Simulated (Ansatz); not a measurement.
In doubt: masses and optical values from hybrid runs of this build are listed as unsure (in some of the runs), which bears on the screening that GW takes from such a start.

Two G0W0 runs on SiO2 (Stishovite).

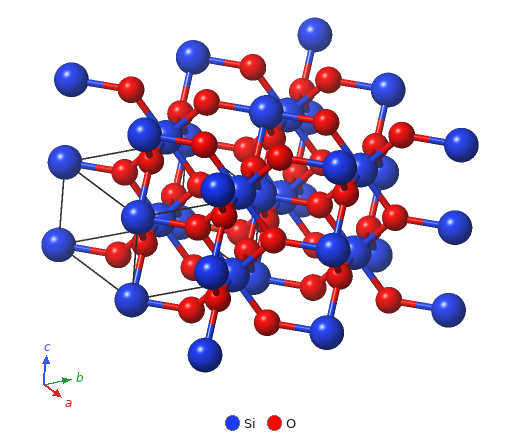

The structure (silicon blue, oxygen red). 2×2×2 cells are drawn. Some periodic images of atoms are drawn too.

Symmetry: P4_2/mnm, No. 136, tetragonal system. The conventional cell has a = 4.177 Å, b = 4.177 Å, c = 2.665 Å, α = 90.00°, β = 90.00°, γ = 90.00°. Si has 6 O at 1.76 to 1.81 Å nearest. Nearest to O lie 3 Si at 1.76 to 1.81 Å. Farther neighbours and most contacts between anions are not listed.

```xyz
6
Lattice="4.1773 0.0000 0.0000 0.0000 4.1773 0.0000 0.0000 0.0000 2.6652" Properties=species:S:1:pos:R:3 pbc="T T T"
Si    0.0000    0.0000    0.0000
Si    2.0886    2.0886    1.3326
O     1.2778    1.2778    0.0000
O     0.8108    3.3665    1.3326
O     2.8995    2.8995    0.0000
O     3.3665    0.8108    1.3326
```

The cell and positions come from the Crystallography Open Database and are kept as given unless a step says otherwise.

The first (Ansatz 0.2.0; start PBE with 20 % exact exchange, 4×4×6 mesh, 194 empty bands, screening to 150 eV, PAW set soft_1 files; 1 × NVIDIA H100 80GB HBM3 (shared by 6 runs) with 3 threads of AMD EPYC 7R13 (Zen 3), shared host) gave, on its mesh: starting gap 7.94 eV, G0W0 gap 9.33 eV, RPA ε∞ (mean) 2.88, 59 s.

The second gave: starting gap 18.01 eV, G0W0 gap 11.70 eV, RPA ε∞ (mean) 2.05, 45 s.

Q: What was changed in the input? Choose among start, files, mesh, bands and cutoff, frequency model or another key.

Changed: start from PBE with 20 % exact exchange to Hartree-Fock. A jump of this size in the start, with ε∞ moving the other way, marks another functional. Other changes could give like numbers; this is the one that was made.

Limits: not at the basis limit; coarse k mesh.

[Paths, hosts, dates, memory and timing lines, banners, echoed tables and standing remarks are left out of the program output.]

[Logs are printed without paths, hosts, clocks, repeated set-up lines and the standing remarks that a program may print on its own settings, such as how far it seeks lower states.]

[Runs of the session that timed out or met a known fault of the program may be left out.]

[Cells called generated may have been cut or substituted from an entry of the Crystallography Open Database or the Materials Project.]

[Hosts, paths, dates, database ids (printed as entryN), source tags and the programs' standing remarks are cut or masked in the printed files.]
